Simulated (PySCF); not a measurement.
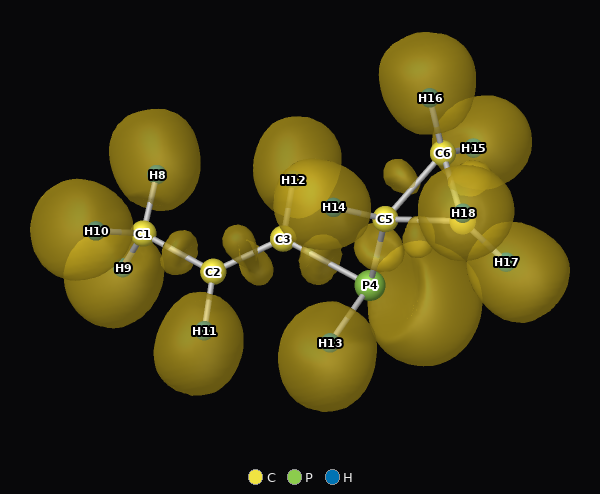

*C6H11P (SMILES C/C=C/PC1CC1). Isosurface of the electron localisation function at 0.85 (yellow), seen at an oblique angle. Only the valence region is drawn (cores and ρ < 0.01 e/Å³ removed).*

Geometry: GFN2-xTB.

Computed with PySCF 2.14.0, CAM-B3LYP/def2-SVPD, SCF density, gas phase.

```xyz
18

C     3.3338    0.4837   -0.6165
C     2.1576   -0.3965   -0.3610
C     1.1052   -0.0554    0.3707
P    -0.3026   -1.1339    0.7519
C    -1.6065   -0.1276   -0.0742
C    -2.4206    0.8104    0.7721
C    -3.0460   -0.4306    0.2282
H     3.2149    1.4486   -0.1300
H     4.2418    0.0103   -0.2433
H     3.4613    0.6392   -1.6877
H     2.2007   -1.3779   -0.8183
H     1.0636    0.9146    0.8549
H    -0.1077   -2.0117   -0.3242
H    -1.3622    0.1976   -1.0808
H    -2.2141    0.8480    1.8321
H    -2.7050    1.7630    0.3502
H    -3.2599   -1.2332    0.9186
H    -3.7632   -0.3423   -0.5745
```

**Identify the bonds, lone pairs and shells in this picture.**

The surface consists of five regions between bonded C–C atoms (shared pairs), two regions between bonded C–P atoms (shared pairs), eleven regions around hydrogen nuclei and one lobe on P, pointing away from the bonds (lone pairs).

Values along the shortest contacts:
C–C (1.33 Å): the ELF peaks at about 0.90 between the atoms; a multiple bond. C–P (1.81 Å): the ELF peaks at about 0.95 between the atoms (localised, covalent bonding).
